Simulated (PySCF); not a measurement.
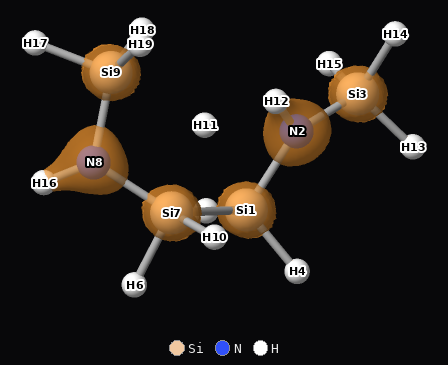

*H$_{12}$N$_{2}$Si$_{4}$···H (charge −1). Isosurface of the total electron density at 1.5 e/Å³ (orange), seen at a tilt.*

Geometry: PBE0-D3(BJ)/def2-SVP.

All numbers below come from PBE0/aug-pcSseg-1, SCF density, gas phase, non-relativistic in PySCF.

| atom | x (Å) | y (Å) | z (Å) |
| --- | --- | --- | --- |
| Si | 1.6168 | 0.3657 | -0.3045 |
| N | 0.4551 | 1.6390 | 0.0722 |
| Si | 0.3996 | 3.2953 | -0.3539 |
| H | 2.9779 | 0.8083 | 0.1854 |
| H | 1.8138 | 0.2809 | -1.8042 |
| H | 1.9243 | -2.5753 | 0.2128 |
| Si | 0.7618 | -1.6259 | 0.6453 |
| N | -0.5354 | -2.5696 | -0.0777 |
| Si | -2.0732 | -1.7621 | 0.0315 |
| H | 1.0494 | -1.6243 | 2.1351 |
| H | -0.6766 | -0.6145 | 0.9517 |
| H | -0.3841 | 1.1976 | 0.4647 |
| H | 1.7090 | 3.9778 | -0.0753 |
| H | -0.6606 | 4.0052 | 0.4394 |
| H | 0.1026 | 3.5950 | -1.8017 |
| H | -0.4015 | -3.4522 | -0.5638 |
| H | -2.9679 | -2.7707 | -0.7103 |
| H | -2.3361 | -0.5107 | -0.7681 |
| H | -2.7969 | -1.6619 | 1.3495 |

**How is the density connected at this value?**

At this value the surface falls into 17 separate pieces. It bridges the sampled N–H (1.02 Å) contacts, where the density stays above the isovalue. It is pinched off along the sampled Si···H (1.78 Å), Si–N (1.71 Å) and Si–Si (2.37 Å) contacts. On the grid the lowest density along these lines, outside the cores, is 0.44 e/Å³ (Si···H, 1.78 Å), 0.95 e/Å³ (Si–N, 1.71 Å), 0.59 e/Å³ (Si–Si, 2.37 Å) and 2.2 e/Å³ (N–H, 1.02 Å).
